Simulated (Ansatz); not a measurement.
# Zn2Fe: relaxing a made-up structure

Starting from a made-up structure for Zn2Fe, the aim is the relaxed cell, its shortest contacts and, where a second run follows, its electronic structure.

Program: Ansatz 0.2.0. Level of theory: DFT, PBE, plane-wave PAW, files of the set soft_1, scalar-relativistic, ferromagnetic start, cell and ions relaxed at zero pressure; PAW set soft_1, in the first sound run; inputs show where later runs differ. Results are calculated unless marked as measured.

**1. Set-up**

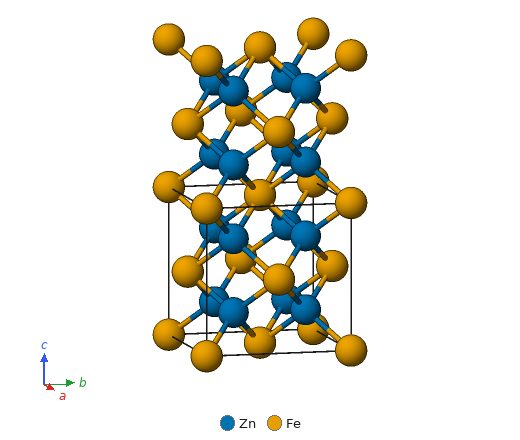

The starting structure, seen slightly off an axis (zinc blue, iron orange). 1×1×2 cells are drawn. This picture shows the conventional cell, with its axes. Some periodic images of atoms are drawn too.

Coordinates:

```cif
data_structure
_symmetry_space_group_name_H-M 'P 1'
_symmetry_Int_Tables_number 1
_cell_length_a 3.6755
_cell_length_b 3.6755
_cell_length_c 3.6755
_cell_angle_alpha 60.000
_cell_angle_beta 60.000
_cell_angle_gamma 60.000
_cell_volume 35.11
loop_
_atom_site_label
_atom_site_type_symbol
_atom_site_fract_x
_atom_site_fract_y
_atom_site_fract_z
_atom_site_occupancy
Zn1 Zn 0.25000 0.25000 0.25000 1
Zn2 Zn 0.75000 0.75000 0.75000 1
Fe3 Fe 0.00000 0.00000 0.00000 1
```

**2. Relaxing cell and atoms**

The guessed cell has no reason to be at equilibrium. It is relaxed with the atoms, within the space group of the guess.

File input.yaml:

```yaml
crystal:
  lattice:
    - [0.0, 2.599, 2.599]
    - [2.599, 0.0, 2.599]
    - [2.599, 2.599, 0.0]
  atoms:
    - { symbol: Zn, position: [0.25, 0.25, 0.25] }
    - { symbol: Zn, position: [0.75, 0.75, 0.75] }
    - { symbol: Fe, position: [0.0, 0.0, 0.0], spin: 3.0 }
magnetization:
  spin_polarized: true
kpoints:
  mp_grid: { grid: [9, 9, 9] }
scf:
  occupations: { method: fermi_dirac, width: 0.05 }
hamiltonian:
  xc: pbe
  pseudopotentials: { kind: paw, azcp: { folder: soft_1 } }
relax:
  f_tol: 0.015
  max_steps: 70
  cell: {}
output:
  forces: true
  stress: true
```

Run with:

```bash
> ansatz run input.yaml --threads 4 --pin off --max-ram 8192MiB --backend cpu --events-out ev --progress --plain --runs-dir out
```

Numbers of over 12 decimals in the logs are rounded to 6 here.

Output:

```text
Engine: ansatz 0.2.0, x86_64-unknown-linux-gnu
Pseudopotentials: kind: paw
Pseudopotential: Zn, paw, valence charge 12, recommended cutoff 420 eV (normal), soft_1/Zn.paw.azcp
Pseudopotential: Fe, paw, valence charge 16, recommended cutoff 420 eV (normal), soft_1/Fe.paw.azcp
Functional definition: PBE
  parameter kappa = 0.804
  parameter beta = 0.066725
  exchange = pbe_x(kappa = kappa, mu = beta*pi^2/3)
  correlation = pbe_c(beta = beta)
Crystal: 3 atoms, lattice volume = 35.111 Å³
Basis set: ecut = 420 eV, 701 PW (Γ), exchange–correlation on 50×50×50 points (8 copies of the dense FFT grid, shifted against one another)
Bands: 26, of which v1, the nominal top of the filled ones, is band 20 counted from 1 (19 counted from 0)
Symmetry: 48 space group operations
Space group: Fm-3m (ITA 225), of the structure as read, at distance tolerance 3.3e-5 Å
Magnetic group: BNS 225.116 (UNI 1618), of the structure as read, at distance tolerance 3.3e-5 Å
k-points: 35 of 729
Non-local potential: Zn, projectors of the file, l = 0: 2, l = 1: 2, l = 2: 3, l = 3: 1
Non-local potential: Fe, projectors of the file, l = 0: 3, l = 1: 2, l = 2: 3, l = 3: 1
PAW form: soft (Blöchl's): semilocal exchange-correlation on the pseudo side does not see the compensation charge
PAW one-centre angular grid: Zn, 590 points (default); XC on 64 Gauss nodes
PAW one-centre angular grid: Fe, 590 points (default); XC on 64 Gauss nodes
Initial density: superposition of atomic densities (chi_scale 0.1, normalization cell)
Starting moments: Σ|m| = 3 μB on 1 of 3 sites
Initial wavefunctions: pseudopotential atomic-orbital guess
Functional: x = pbe(κ = 0.804, μ = 0.219515), c = pbe(β = 0.066725)
SCF iter   1: F=—  HF=-11114.410801 eV  |F-HF|=—  |Δ(HF+E_count)|=         —  Δρ=6.03e-2 (↑4.54e-2 ↓6.03e-2)  dr2=2.59e0  dr2_m=4.94e-2  M=2.653 μB ∫|m|=2.907 μB  β_m=0.30  ethr=3.10e-3  ⟨swp⟩=6.3  Hψ=8941  notcnv=0
Mixer restart at iter 1: flushing history
preconditioner: auto → Kerker (q_TF=auto, 2.788 Å⁻¹)  [metal: Δε(μ)=0.015 eV  Ē_g=10.822 eV  σ=0.050 eV  W_gap=0.08  n_scr=14 (ndim 8)  ℏωp=35.4 eV  f_vac=0.000  D(μ)=1.91/eV (n_scr^D=14)]
spin=Collinear: Kerker preconditioning applied to the charge; magnetization (m = ρ↑ − ρ↓) channel mixes plain (no charge-response kernel on spin).
SCF iter   2: F=—  HF=-11114.401033 eV  |F-HF|=—  |Δ(HF+E_count)|=   9.77e-3  Δρ=3.00e-2 (↑1.93e-2 ↓3.00e-2)  dr2=7.15e-1  dr2_m=5.30e-2  M=2.519 μB ∫|m|=2.797 μB  β_m=0.38  ethr=3.10e-3  ⟨swp⟩=2.0  Hψ=3765  notcnv=0  defer=50
SCF iter   3: F=—  HF=-11115.041743 eV  |F-HF|=—  |Δ(HF+E_count)|=   6.41e-1  Δρ=2.75e-2 (↑1.33e-2 ↓2.75e-2)  dr2=4.45e-1  dr2_m=7.99e-2  M=2.358 μB ∫|m|=2.651 μB  β_m=0.69  ethr=1.79e-3  ⟨swp⟩=2.1  Hψ=2685  notcnv=0  defer=51
SCF iter   4: F=—  HF=-11115.548348 eV  |F-HF|=—  |Δ(HF+E_count)|=   5.07e-1  Δρ=2.16e-2 (↑1.64e-2 ↓2.16e-2)  dr2=1.44e-1  dr2_m=9.14e-2  M=2.119 μB ∫|m|=2.442 μB  β_m=0.78  ethr=1.11e-3  ⟨swp⟩=3.1  Hψ=3476  notcnv=0  defer=54
SCF iter   5: F=—  HF=-11115.725114 eV  |F-HF|=—  |Δ(HF+E_count)|=         —  Δρ=4.84e-2 (↑9.48e-3 ↓4.84e-2)  dr2=6.14e-1  dr2_m=2.47e-1  M=1.631 μB ∫|m|=1.963 μB  β_m=0.85  ethr=3.60e-4  ⟨swp⟩=2.9  Hψ=4333  notcnv=0  defer=56
Mixer restart at iter 5: flushing history
SCF iter   6: F=—  HF=-11115.969672 eV  |F-HF|=—  |Δ(HF+E_count)|=   2.45e-1  Δρ=4.61e-2 (↑4.61e-2 ↓1.71e-2)  dr2=8.26e-1  dr2_m=7.90e-2  M=1.548 μB ∫|m|=1.843 μB  β_m=0.71  ethr=3.60e-4  ⟨swp⟩=4.0  Hψ=4397  notcnv=0  defer=56
SCF iter   7: F=—  HF=-11115.687828 eV  |F-HF|=—  |Δ(HF+E_count)|=   2.82e-1  Δρ=1.19e-2 (↑2.42e-3 ↓1.19e-2)  dr2=5.19e-2  dr2_m=1.44e-2  M=1.528 μB ∫|m|=1.825 μB  β_m=0.75  ethr=3.60e-4  ⟨swp⟩=3.1  Hψ=4449  notcnv=0  defer=58
SCF iter   8: F=—  HF=-11115.681691 eV  |F-HF|=—  |Δ(HF+E_count)|=   6.14e-3  Δρ=4.91e-3 (↑1.66e-3 ↓4.91e-3)  dr2=9.21e-3  dr2_m=2.10e-3  M=1.516 μB ∫|m|=1.802 μB  β_m=0.63  ethr=1.30e-4  ⟨swp⟩=2.2  Hψ=2879  notcnv=0  defer=57
SCF iter   9: F=—  HF=-11115.679037 eV  |F-HF|=—  |Δ(HF+E_count)|=   2.65e-3  Δρ=8.37e-4 (↑8.37e-4 ↓7.07e-4)  dr2=6.04e-4  dr2_m=4.68e-5  M=1.509 μB ∫|m|=1.791 μB  β_m=0.72  ethr=2.30e-5  ⟨swp⟩=2.0  Hψ=3215  notcnv=0  defer=57
SCF iter  10: F=—  HF=-11115.679219 eV  |F-HF|=—  |Δ(HF+E_count)|=   1.82e-4  Δρ=6.33e-4 (↑5.91e-4 ↓6.33e-4)  dr2=3.93e-4  dr2_m=2.68e-6  M=1.514 μB ∫|m|=1.794 μB  β_m=0.86  ethr=1.51e-6  ⟨swp⟩=2.6  Hψ=2957  notcnv=0  defer=57
SCF iter  11: F=—  HF=-11115.679234 eV  |F-HF|=—  |Δ(HF+E_count)|=   1.50e-5  Δρ=2.07e-4 (↑1.07e-4 ↓2.07e-4)  dr2=4.21e-5  dr2_m=1.83e-6  M=1.515 μB ∫|m|=1.796 μB  β_m=0.93  ethr=9.82e-7  ⟨swp⟩=2.0  Hψ=2161  notcnv=0  defer=57
SCF iter  12: F=—  HF=-11115.679231 eV  |F-HF|=—  |Δ(HF+E_count)|=   3.28e-6  Δρ=6.15e-5 (↑4.54e-5 ↓6.15e-5)  dr2=3.52e-6  dr2_m=1.42e-7  M=1.514 μB ∫|m|=1.795 μB  β_m=0.93  ethr=1.05e-7  ⟨swp⟩=1.8  Hψ=2242  notcnv=0  defer=57
SCF iter  13: F=—  HF=-11115.679231 eV  |F-HF|=—  |Δ(HF+E_count)|=   7.03e-7  Δρ=2.79e-5 (↑1.81e-5 ↓2.79e-5)  dr2=6.79e-7  dr2_m=1.31e-8  M=1.514 μB ∫|m|=1.795 μB  β_m=0.97  ethr=8.79e-9  ⟨swp⟩=2.3  Hψ=2917  notcnv=0  defer=57
SCF iter  14: F=—  HF=-11115.679232 eV  |F-HF|=—  |Δ(HF+E_count)|=   1.07e-7  Δρ=1.07e-5 (↑7.90e-6 ↓1.07e-5)  dr2=1.16e-7  dr2_m=1.37e-9  M=1.514 μB ∫|m|=1.795 μB  β_m=0.98  ethr=1.70e-9  ⟨swp⟩=2.0  Hψ=2317  notcnv=0  defer=57
SCF iter  15: F=—  HF=-11115.679232 eV  |F-HF|=—  |Δ(HF+E_count)|=   2.26e-9  Δρ=1.21e-6 (↑9.72e-7 ↓1.21e-6)  dr2=6.88e-10  dr2_m=2.99e-11  M=1.514 μB ∫|m|=1.795 μB  β_m=0.99  ethr=2.89e-10  ⟨swp⟩=2.4  Hψ=2898  notcnv=0  defer=57
SCF iter  16: F=-11115.679232 eV  HF=-11115.679232 eV  |F-HF|=1.46e-11  |Δ(HF+E_count)|=  4.20e-10  Δρ=2.47e-7 (↑1.97e-7 ↓2.47e-7)  dr2=4.48e-11  dr2_m=1.80e-12  M=1.514 μB ∫|m|=1.795 μB  ethr=1.72e-12  ⟨swp⟩=1.1  Hψ=5279  notcnv=0
SCF 1 converged in 16 iterations: F = -11115.679232 eV  dr2 = 4.48e-11
  greatest PAW one-centre occupation: 1.001 electrons in one spin orbital (limit 2), on the Fe atom at site 2 (counted from 0), in its partial waves of l = 1
relax step   1: F+E_penalty+E_count = -11115.67923151 eV  Δ(F+E_penalty+E_count) = +0.000e0 eV  max|allowed force component| = 7.710e-18 eV/Å  Δτ_max = 0.0000 Å  P = +52.922 GPa  Ω = 35.111 Å³  (16 SCF iters, dr2 threshold 1.00e-7 eV, accepted)
Crystal: 3 atoms, lattice volume = 39.857 Å³
Basis set: ecut = 420 eV, 749 PW (Γ), exchange–correlation on 50×50×50 points (8 copies of the dense FFT grid, shifted against one another)
Initial density: handed on by an earlier stage of this run
Starting moments: Σ|m| = 3 μB on 1 of 3 sites; this step starts from the density that it was given
[...]
SCF 3 converged in 11 iterations: F = -11117.247830 eV  dr2 = 8.54e-8
relax step   3: F+E_penalty+E_count = -11117.24782995 eV  Δ(F+E_penalty+E_count) = -4.749e-1 eV  max|allowed force component| = 1.496e-16 eV/Å  Δτ_max = 0.0000 Å  P = +6.645 GPa  Ω = 45.082 Å³  energy of the carried Pulay correction = -1.006e-2 eV  (11 SCF iters, dr2 threshold 3.00e-7 eV, accepted)
[...]
relax step   4: F+E_penalty+E_count = -11117.30093517 eV  Δ(F+E_penalty+E_count) = -5.311e-2 eV  max|allowed force component| = 1.095e-16 eV/Å  Δτ_max = 0.0000 Å  P = +1.160 GPa  Ω = 47.394 Å³  energy of the carried Pulay correction = -1.206e-2 eV  (10 SCF iters, dr2 threshold 3.00e-7 eV, accepted)
[...]
relax step   5: F+E_penalty+E_count = -11117.30242012 eV  Δ(F+E_penalty+E_count) = -1.485e-3 eV  max|allowed force component| = 8.172e-17 eV/Å  Δτ_max = 0.0000 Å  P = -0.041 GPa  Ω = 47.956 Å³  energy of the carried Pulay correction = -1.252e-2 eV  (9 SCF iters, dr2 threshold 3.00e-7 eV, accepted)
[...]
relax step   6: F+E_penalty+E_count = -11117.33956346 eV  Δ(F+E_penalty+E_count) = -3.714e-2 eV  max|allowed force component| = 1.064e-16 eV/Å  Δτ_max = 0.0000 Å  P = +1.566 GPa  Ω = 47.956 Å³  stress off target by 1.57e0 GPa  SCF on the basis re-selected at this cell (its energy is not comparable with the rows above)  (14 SCF iters)
[...]
relax step   7: F+E_penalty+E_count = -11117.34349204 eV  Δ(F+E_penalty+E_count) = -3.929e-3 eV  max|allowed force component| = 9.406e-17 eV/Å  Δτ_max = 0.0000 Å  P = +0.397 GPa  Ω = 48.703 Å³  energy of the carried Pulay correction = -6.095e-4 eV  (9 SCF iters, dr2 threshold 3.00e-7 eV, accepted)
[...]
relax step   8: F+E_penalty+E_count = -11117.34361686 eV  Δ(F+E_penalty+E_count) = -1.248e-4 eV  max|allowed force component| = 1.449e-16 eV/Å  Δτ_max = 0.0000 Å  P = +0.036 GPa  Ω = 48.946 Å³  energy of the carried Pulay correction = -8.126e-4 eV  (8 SCF iters, dr2 threshold 3.00e-7 eV, accepted)
iter 1 solved again at ethr=1.60e-7 eV; its pass at ethr=3.10e-3 eV (dr2=6.41e-5 eV) is discarded
SCF iter   1: F=—  HF=-11117.343237 eV  |F-HF|=—  |Δ(HF+E_count)|=         —  Δρ=2.52e-4 (↑2.52e-4 ↓2.49e-4)  dr2=5.04e-6  dr2_m=6.85e-7  M=2.400 μB ∫|m|=2.783 μB  β_m=0.65  ethr=1.60e-7  ⟨swp⟩=3.0  Hψ=13092  notcnv=0
preconditioner: auto → Kerker (q_TF=auto, 2.448 Å⁻¹)  [metal: Δε(μ)=0.035 eV  Ē_g=9.534 eV  σ=0.050 eV  W_gap=0.17  n_scr=14 (ndim 8)  ℏωp=30.0 eV  f_vac=0.023  D(μ)=2.96/eV (n_scr^D=26)]
spin=Collinear: Kerker preconditioning applied to the charge; magnetization (m = ρ↑ − ρ↓) channel mixes plain (no charge-response kernel on spin).
SCF iter   2: F=—  HF=-11117.344245 eV  |F-HF|=—  |Δ(HF+E_count)|=   1.01e-3  Δρ=1.08e-4 (↑1.06e-4 ↓1.08e-4)  dr2=3.53e-6  dr2_m=1.75e-7  M=2.399 μB ∫|m|=2.783 μB  β_m=0.60  ethr=1.26e-8  ⟨swp⟩=2.0  Hψ=2917  notcnv=0
SCF iter   3: F=—  HF=-11117.344368 eV  |F-HF|=—  |Δ(HF+E_count)|=   1.23e-4  Δρ=3.73e-5 (↑3.73e-5 ↓3.65e-5)  dr2=1.14e-7  dr2_m=9.14e-9  M=2.400 μB ∫|m|=2.783 μB  β_m=0.59  ethr=8.83e-9  ⟨swp⟩=2.0  Hψ=2591  notcnv=0
SCF iter   4: F=—  HF=-11117.344392 eV  |F-HF|=—  |Δ(HF+E_count)|=   2.41e-5  Δρ=9.79e-6 (↑4.00e-6 ↓9.79e-6)  dr2=4.31e-8  dr2_m=1.50e-8  M=2.400 μB ∫|m|=2.783 μB  β_m=0.79  ethr=2.85e-10  ⟨swp⟩=2.0  Hψ=2935  notcnv=0
SCF iter   5: F=—  HF=-11117.344392 eV  |F-HF|=—  |Δ(HF+E_count)|=   1.57e-7  Δρ=1.09e-5 (↑3.25e-6 ↓1.09e-5)  dr2=5.30e-8  dr2_m=1.94e-8  M=2.400 μB ∫|m|=2.783 μB  β_m=0.90  ethr=1.08e-10  ⟨swp⟩=2.0  Hψ=2935  notcnv=0
SCF iter   6: F=—  HF=-11117.344393 eV  |F-HF|=—  |Δ(HF+E_count)|=   1.43e-7  Δρ=1.02e-5 (↑1.02e-5 ↓5.99e-6)  dr2=1.49e-8  dr2_m=2.49e-8  M=2.400 μB ∫|m|=2.783 μB  β_m=0.95  ethr=1.08e-10  ⟨swp⟩=2.0  Hψ=3267  notcnv=0
SCF iter   7: F=—  HF=-11117.344393 eV  |F-HF|=—  |Δ(HF+E_count)|=   2.00e-8  Δρ=1.42e-6 (↑1.27e-6 ↓1.42e-6)  dr2=3.04e-9  dr2_m=3.46e-11  M=2.400 μB ∫|m|=2.783 μB  β_m=0.97  ethr=3.74e-11  ⟨swp⟩=2.0  Hψ=3064  notcnv=0
SCF iter   8: F=—  HF=-11117.344393 eV  |F-HF|=—  |Δ(HF+E_count)|=  1.66e-10  Δρ=7.85e-7 (↑2.08e-7 ↓7.85e-7)  dr2=2.39e-10  dr2_m=6.71e-11  M=2.400 μB ∫|m|=2.783 μB  β_m=0.99  ethr=7.60e-12  ⟨swp⟩=2.0  Hψ=2939  notcnv=0
SCF iter   9: F=—  HF=-11117.344402 eV  |F-HF|=—  |Δ(HF+E_count)|=   9.89e-6  Δρ=2.47e-7 (↑2.22e-7 ↓2.47e-7)  dr2=8.31e-11  dr2_m=2.53e-12  M=2.400 μB ∫|m|=2.783 μB  β_m=0.99  ethr=1.00e-12  ⟨swp⟩=2.1  Hψ=3274  notcnv=0
SCF iter  10: F=—  HF=-11117.344402 eV  |F-HF|=—  |Δ(HF+E_count)|=  1.62e-10  Δρ=1.43e-7 (↑6.31e-8 ↓1.43e-7)  dr2=2.65e-11  dr2_m=1.00e-12  M=2.400 μB ∫|m|=2.783 μB  β_m=1.00  ethr=1.00e-12  ⟨swp⟩=2.0  Hψ=2450  notcnv=0
SCF iter  11: F=-11117.344402 eV  HF=-11117.344402 eV  |F-HF|=1.82e-12  |Δ(HF+E_count)|=  1.82e-11  Δρ=5.71e-8 (↑2.44e-8 ↓5.71e-8)  dr2=2.15e-12  dr2_m=4.73e-13  M=2.400 μB ∫|m|=2.783 μB  ethr=1.00e-12  ⟨swp⟩=4.6  Hψ=7961  notcnv=0
SCF 9 converged in 11 iterations: F = -11117.344402 eV  dr2 = 2.15e-12
relax step   9: F+E_penalty+E_count = -11117.34440247 eV  Δ(F+E_penalty+E_count) = -7.856e-4 eV  max|allowed force component| = 1.218e-16 eV/Å  Δτ_max = 0.0000 Å  P = +0.017 GPa  Ω = 48.946 Å³  stress off target by 1.74e-2 GPa  SCF on the basis re-selected at this cell (its energy is not comparable with the rows above)  (11 SCF iters)
basis re-selected at this cell: Δ(F+E_penalty+E_count) = -7.856e-4 eV, ΔP = -0.018 GPa vs the last step (what re-selecting the basis moved, of the pressure what is left beyond the Pulay correction that the steps carried, after the strain that the cell walked since its last selection, with what the two solves' SCF thresholds leave and, on support functions, any second-order correction that the steps lacked; it is no m [...]
SCF converged after 11 iterations
Magnetization: 2.4001 μB (21.2001 up, 18.7999 down)
Absolute magnetization: 2.7942 μB (∫|ρ↑−ρ↓|, with the PAW one-centre terms)
Spin contamination: 0.1429 ħ² per cell (⟨S²⟩ above its minimum at these occupations)
Per-site moments (μB) at R_I (Å): [(-0.024065, 1.037173), (-0.024065, 1.037173), (2.436416, 1.037173)]
Free energy (F): -11117.344402 eV
Harris-Foulkes:  -11117.344402 eV  (|F-HF|=1.82e-12)
Internal energy: -11117.320432 eV  (E = F + TS)
E sigma→0 (E₀):  -11117.332417 eV
Entropy (-TS):   -0.023970 eV (-7.990 meV/atom)
Fermi energy:    10.266826 eV
--- Per-component energies (eV) ---
  E_band       = -251.906743
  E_kinetic    = 624.110270
  E_local      = -6564.038038  (includes V_loc(G=0)·N_el)
  E_nonlocal   = 1926.407355
  E_hartree    = 2583.133392
  E_xc         = -266.031201
  E_vxc        = -242.126129  (∫ρ·V_xc dr)
  E_paw        = -5175.531691  (= ΣΔE_a)
  E_vpaw       = -1162.525527  (= ΣTr[D̂ρ^β])
  E_aug_tail   = -0.001436  (compensation charges beyond the density's cutoff)
  E_ewald      = -4245.369083
  E_smearing   = -0.023970  (= −TS)
  E_closure    = 0.000000  (closes the sum)
  Σ components = -11117.344402   (vs F -11117.344402, Δ=0.00e0)
--- Forces (eV/Å), atoms counted from 1 ---
  atom   1  Zn     0.00000000     0.00000000     0.00000000
  atom   2  Zn    -0.00000000    -0.00000000    -0.00000000
  atom   3  Fe    -0.00000000     0.00000000     0.00000000
  max |Σ_I F_I| component: 3.01e-17 eV/Å
--- Stress (GPa, compression-positive) ---
        0.017408       0.000000       0.000000
        0.000000       0.017408       0.000000
        0.000000       0.000000       0.017408
  P = ⅓ Tr σ = 0.0174 GPa (0.174 kbar)
--- Relaxed structure (7 steps of the walk, 7 accepted, 2 SCFs on fresh bases) ---
  F+E_penalty+E_count = -11117.34440247 eV   max|allowed force component| = 1.218e-16 eV/Å   (the final SCF, on the basis selected at the relaxed cell)
  cell:  # Å, volume = 48.9464 Å³
    - [0, 2.903333, 2.903333]
    - [2.903333, 0, 2.903333]
    - [2.903333, 2.903333, 0]
  atoms:
    - { symbol: Zn, position: [0.250000, 0.250000, 0.250000] }
    - { symbol: Zn, position: [0.750000, 0.750000, 0.750000] }
    - { symbol: Fe, position: [0, 0, 0] }
```

It took 9.2 s on 4 threads of AMD EPYC 9R14 (Zen 4), shared host; peak memory 0.47 GiB; 32 s of CPU time.

Relaxation path:

| step | energy less that of the first step (eV) | largest force component (eV/Å) | pressure (GPa) | volume (Å³) |
| --- | --- | --- | --- | --- |
| 1 | 0.0000 | 0.0000 | 52.92 | 35.11 |
| 2 | -1.0937 | 0.0000 | 24.47 | 39.86 |
| 3 | -1.5686 | 0.0000 | 6.64 | 45.08 |
| 4 | -1.6217 | 0.0000 | 1.16 | 47.39 |
| 5 | -1.6232 | 0.0000 | -0.04 | 47.96 |
| 6* | -1.6603 | 0.0000 | 1.57 | 47.96 |
| 7 | -1.6643 | 0.0000 | 0.40 | 48.70 |
| 8 | -1.6644 | 0.0000 | 0.04 | 48.95 |
| 9* | -1.6652 | 0.0000 | 0.02 | 48.95 |

Relaxation steps marked * repeat the geometry before them on a plane-wave basis chosen anew for their cell, so energy and pressure can jump there.

Forces are held to the 48 operations that the run works with; a distortion that breaks them can't arise in this run.

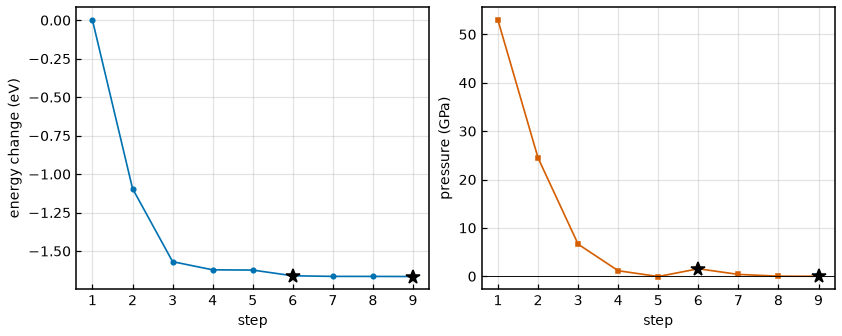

Energy and pressure along the relaxation. Stars mark steps on a basis chosen anew.

| conventional cell, symmetrised | before | after | change |
| --- | --- | --- | --- |
| a (Å) | 5.198 | 5.807 | +11.7 % |
| b (Å) | 5.198 | 5.807 | +11.7 % |
| c (Å) | 5.198 | 5.807 | +11.7 % |
| volume (Å³/atom) | 11.70 | 16.32 | +39.4 % |

Final coordinates:

```xyz
3
Lattice="0.0000 2.9033 2.9033 2.9033 0.0000 2.9033 2.9033 2.9033 0.0000" Properties=species:S:1:pos:R:3 pbc="T T T"
Zn    1.4517    1.4517    1.4517
Zn    4.3550    4.3550    4.3550
Fe    0.0000    0.0000    0.0000
```

Numbers from this step:

```
free energy             : -11117.3444 eV
energy at zero smearing : -11117.3324 eV
smearing term TS        : 0.02397 eV
Fermi energy            : 10.27 eV
magnetization           : 2.400 μB
absolute magnetization  : 2.794 μB
site moments            : -0.02406, -0.02406, 2.436 μB
electrons               : 40
symmetry operations     : 48
pressure                : 0.01741 GPa
```

Site moment by atom:

| atom | site moment (μB) |
| --- | --- |
| Zn1 | -0.02 |
| Zn2 | -0.02 |
| Fe3 | 2.44 |

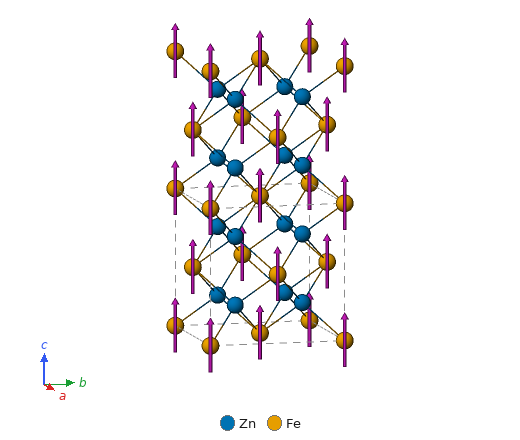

Site moment as arrows, the longest 2.44 μB. Up and down stand for the sign. Arrows give size and sign along the axis of quantisation, drawn up and down the page. 1×1×2 conventional cells are drawn. Some periodic images of atoms are drawn too.

The shortest distance of each pair, which need not be the same contact before and after:

| pair | guess (Å) | relaxed (Å) |
| --- | --- | --- |
| Fe–Zn | 2.251 | 2.514 |
| Zn–Zn | 2.599 | 2.903 |
| Fe–Fe | 3.676 | 4.106 |

The relaxation ends with a pressure of 0.02 GPa.

(Continued in part 2 of 2.)

[Logs are printed without paths, hosts, clocks, repeated set-up lines and the standing remarks that a program may print on its own settings, such as how far it seeks lower states.]

[Hosts, paths, dates, database ids (printed as entryN), source tags and the programs' standing remarks are cut or masked in the printed files.]
